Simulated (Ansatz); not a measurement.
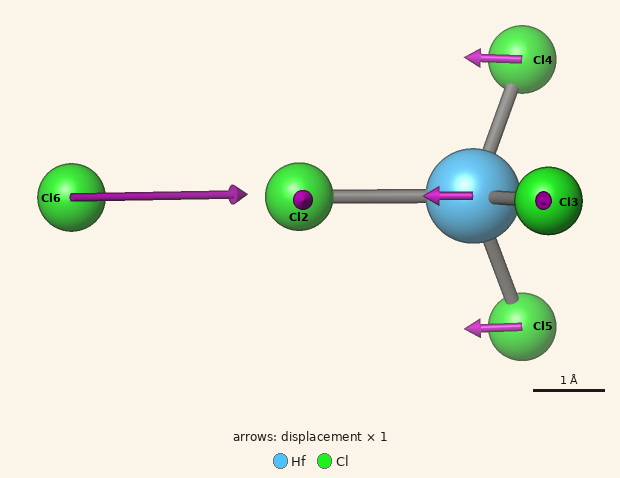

A relaxation of HfCl5 (multiplicity 2). The starting structure is drawn; purple arrows show the displacements, at their true length. The two geometries are superimposed by the best rigid fit.

A ball-and-stick model, seen face on.

The run prepares an end point of a later path (reaction) calculation, from a guessed geometry.

Level of theory: UKS PBE/def2-SVP in Ansatz.

Input
```yaml
crystal:
  periodic: [false, false, false]
  atoms:
    - { symbol: Hf, position_ang: [0.000786, 0.0, -0.058362] }
    - { symbol: Cl, position_ang: [0.009699, 0.0, 2.413901] }
    - { symbol: Cl, position_ang: [2.18012, 0.0, -0.885168] }
    - { symbol: Cl, position_ang: [-1.090319, 1.889657, -0.878638] }
    - { symbol: Cl, position_ang: [-1.090319, -1.889657, -0.878638] }
    - { symbol: Cl, position_ang: [-0.007368, 0.0, 5.649304] }
magnetization:
  spin_polarized: true
  initial_magnetization: 1
basis:
  gaussian: { orbitals: def2-SVP }
hamiltonian:
  xc: pbe
relax:
  f_tol: 0.03
  max_steps: 50
```

Run as
```bash
ansatz run input.yaml --threads 4 --pin off --max-ram 5120MiB --backend cpu --events-out ev --progress --plain --runs-dir out
```

**Atoms of which element are displaced furthest, and by how much?**

Chlorine: up to 2.82 Å, against 0.72 Å for hafnium.

**What happened in the run?**

Over 25 accepted moves (27 points after the start) the energy falls by 25.1 kcal/mol. Largest force component: 1.4 eV/Å at the start, 0.0084 eV/Å at the end. The line search rejected the trial steps at points 5, 24 of the run. The forces were under the threshold at step 6, but the run went on from there. The atom that moves furthest after the best rigid fit is Cl6 (2.82 Å). Largest moves by element: Cl 2.82 Å, Hf 0.72 Å. Some distances before and after: Hf1–Cl6 5.708 → 2.558 Å, Cl2–Cl6 3.235 → 2.705 Å, Hf1–Cl2 2.472 → 2.513 Å, Hf1–Cl3 2.331 → 2.366 Å. New bonds form, among them: Hf1–Cl6 (5.71 → 2.56 Å). Bond angles that change, for instance: Cl2–Hf1–Cl3 110.6° → 84.6°, Cl2–Hf1–Cl4 110.7° → 123.4°, Cl3–Hf1–Cl4 108.2° → 101.9°.

Limits of the set-up: the start holds two separate molecules, 3.2 Å apart at their closest, whose relative position is a soft coordinate and is computed without a dispersion correction.
